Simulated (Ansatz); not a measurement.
# BOSi: the cost of one run

Method: def2-QZVPP, all electrons in the functionals, frozen cores in the correlation of double hybrids and RPA; program: Ansatz 0.2.0, Gaussian basis.

Plan: B2PLYP, at charge 0, doublet; charge 0, quartet; charge 1, singlet; charge 1, triplet.

2 further runs of the same task are left out: 2 set aside as unsound or not needed.

### Step 1. What is computed

The geometry is a PBE0/def2-TZVP stationary point (not a proven minimum).

3 atoms, charge 0, spin multiplicity 2.

Atoms are counted from 1 here; the program's logs count them from 0.

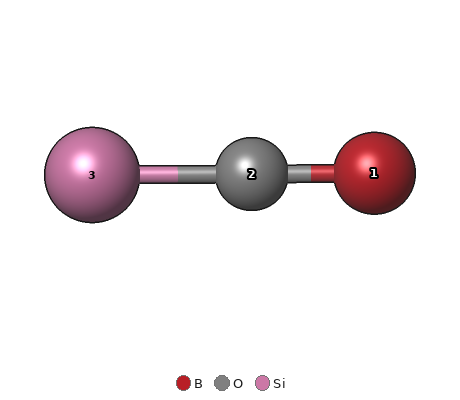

The geometry (boron red, oxygen grey, silicon pink); atoms are numbered from 1 in the order of the file.

No dispersion term is added.

The geometry shown and the zero of energy belong to the point charge 0, doublet. The yardstick, UCCSD(T), and other wave-function levels (R restricted, U unrestricted, valence and pair active spaces) come from earlier runs.

### Step 2. B2PLYP, charge 0, doublet

File in.yaml:

```yaml
crystal:
  periodic: [false, false, false]
  atoms:
    - {symbol: B, position_ang: [0.000000, 0.000000, -1.421400]}
    - {symbol: O, position_ang: [0.000000, 0.000000, -0.129200]}
    - {symbol: Si, position_ang: [0.000000, 0.000000, 1.550600]}
basis:
  gaussian: {orbitals: "def2-QZVPP.json"}
magnetization: {spin_polarized: true, initial_magnetization: 1}
hamiltonian: {xc: {name: B2PLYP}}
correlation: {electrons: outside_noble_gas}
```

Command:

```sh
$ ansatz run in.yaml --threads 1 --pin off --events-out ev --progress --plain --max-ram 2393MiB
```

Q: Estimate wall time and peak memory on 1 thread of Arm Neoverse V2, shared host.

About 18 s, with a peak of 0.41 GiB.
